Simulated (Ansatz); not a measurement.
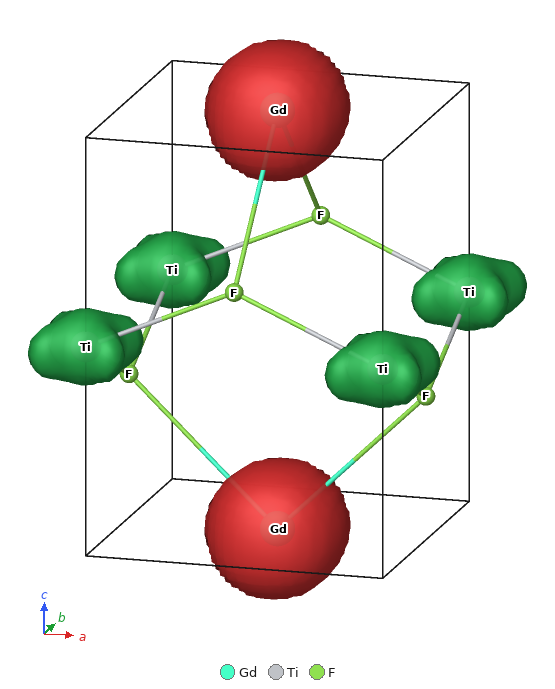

Figure 1: GdTiF$_{2}$. Isosurfaces of the spin density (up minus down) at +0.3 (green) and −0.3 e/Å³ (red), seen slightly off an axis. Sticks mark near contacts.

Space group P-4m2; a structure generated by program, which may or may not match a known phase; spin-polarised.

Level of theory: DFT PBE, scalar-relativistic, plane waves, PAW (Ansatz 0.2.0).

The density is the valence pseudo-density of a PAW calculation; it isn't the true density close to the nuclei.

Q: Which atoms carry the moments, and with what signs?

A: The spin density sits on Gd: −6.9 μB in one cell of 4 atoms, with smaller moments on other sites: Ti (up to +0.62 μB): parallel main moments, as they must be, since the calculation's own cell holds one magnetic site. The cell of the calculation (4 atoms) carries 6.4 μB of net spin moment.
